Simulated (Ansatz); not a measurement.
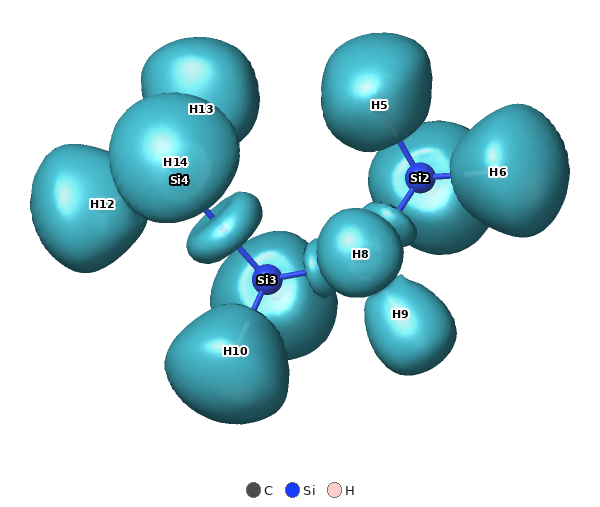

Figure 1: CH10Si3 (SMILES [SiH3]C[SiH2][SiH3]). Isosurface of the ELF at 0.85 (cyan), seen at a tilt. Only the valence region is drawn (cores and ρ < 0.01 e/Å³ removed).

Geometry: B3LYP/6-31G*.

All numbers below come from isolated molecule in a Gaussian basis; Kohn-Sham density functional theory, functional PBE0 in Ansatz 0.2.0.

```yaml
atoms:
  - { symbol: C, position_ang: [0.6861, 0.6366, -0.1487] }
  - { symbol: Si, position_ang: [-0.7577, 0.0325, -1.2089] }
  - { symbol: Si, position_ang: [0.2834, 1.9705, 1.1420] }
  - { symbol: Si, position_ang: [-0.4325, 4.0115, 0.2090] }
  - { symbol: H, position_ang: [-1.3099, 1.1473, -2.0259] }
  - { symbol: H, position_ang: [-0.3199, -1.0479, -2.1357] }
  - { symbol: H, position_ang: [-1.8498, -0.5017, -0.3506] }
  - { symbol: H, position_ang: [1.4770, 1.0130, -0.8111] }
  - { symbol: H, position_ang: [1.1101, -0.2262, 0.3833] }
  - { symbol: H, position_ang: [1.4948, 2.2414, 1.9717] }
  - { symbol: H, position_ang: [-0.7728, 1.4669, 2.0675] }
  - { symbol: H, position_ang: [-0.5479, 5.0447, 1.2764] }
  - { symbol: H, position_ang: [-1.7588, 3.8825, -0.4557] }
  - { symbol: H, position_ang: [0.5441, 4.5022, -0.8049] }
```

### Identify the bonds, lone pairs and shells in this picture.

At this value the surface marks out two regions between bonded C–Si atoms (shared pairs), one region between bonded Si–Si atoms (shared pairs) and ten regions around hydrogen nuclei.

Values along the shortest contacts:
C–Si (1.89 Å): the ELF peaks at about 0.95 between the atoms: a shared electron pair. Si–Si (2.36 Å): the ELF peaks at about 1 between the atoms: a shared electron pair.
